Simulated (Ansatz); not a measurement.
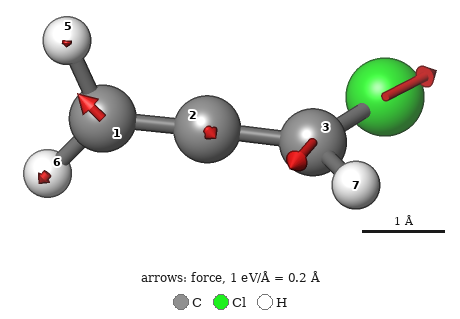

Starting geometry of C3H3Cl (coarse preliminary run) with the computed forces as red arrows. The picture is a ball-and-stick view, seen from a free direction.

The start comes from a force field.

Theory: Ansatz 0.2.0, RKS PBE-D4/def2-SVP. (force threshold 0.03 eV/Å; at most 200 steps)

**What follows when this structure is relaxed?**

It isn't relaxed: the largest force vector, on the Cl atom, is 5.14 eV/Å. The final displacements follow the starting forces only in part (cosine between the two patterns 0.63). The Cl atom moves most after the best rigid fit: 0.18 Å. Largest moves by element: Cl 0.18 Å, H 0.08 Å, C 0.07 Å. Some distances before and after: C–Cl 1.598 → 1.751 Å, C–C 1.285 → 1.316 Å, C–H 1.080 → 1.105 Å, C–H 1.119 → 1.105 Å. Among the angles between lasting bonds that change: Cl–C–H 117.9° → 113.7°, C–C–Cl 120.3° → 123.3°, C–C–H 118.9° → 121.5°. The energy falls by 42.2 kJ/mol in 6 geometry steps. Largest force component: 4.9 eV/Å at the start, 0.012 eV/Å at the end.
